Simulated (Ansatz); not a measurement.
K2SBr

```xyz
4
Lattice="4.3605 0.0000 0.0000 -2.1803 3.7763 0.0000 0.0000 0.0000 8.5298" Properties=species:S:1:pos:R:3 pbc="T T T"
K     0.0000    0.0000    6.4228
K     0.0000    0.0000    2.1070
S     2.1803    1.2588    4.2649
Br    0.0000    2.5176    0.0000
```

Space group P-6m2; a structure generated by program, which may or may not match a known phase; computed without spin polarisation.

The calculation used DFT PBE, scalar-relativistic, plane waves, PAW (Ansatz 0.2.0).

**What can the converged valence pseudo-density and electron localisation function tell about the bonding?**

K–Br (3.28 Å): ρ at the midpoint is about 0.09 e/Å³, with its minimum of 0.08 e/Å³ about 1.5 Å from K; the ELF is about 0.15 at the midpoint; no shared electron pair shows on this line.
K–S (3.32 Å): ρ at the midpoint is about 0.08 e/Å³; the ELF peaks at about 0.90 in the valence shell of S, 0.9 Å from its nucleus, and drops to about 0.05 between the two atoms (no localised pair shows between them).

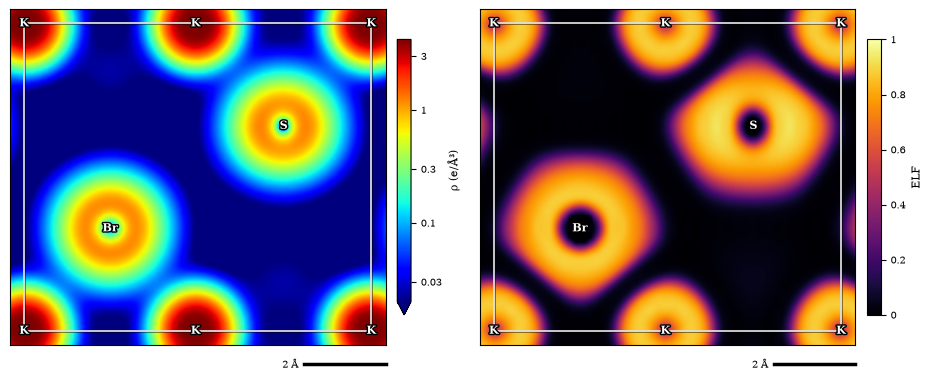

Computed valence pseudo-density and electron localisation function on the (110) plane of the conventional cell, in this order. 

In a PAW calculation such maps are meaningful between the atoms, not at the nuclei.
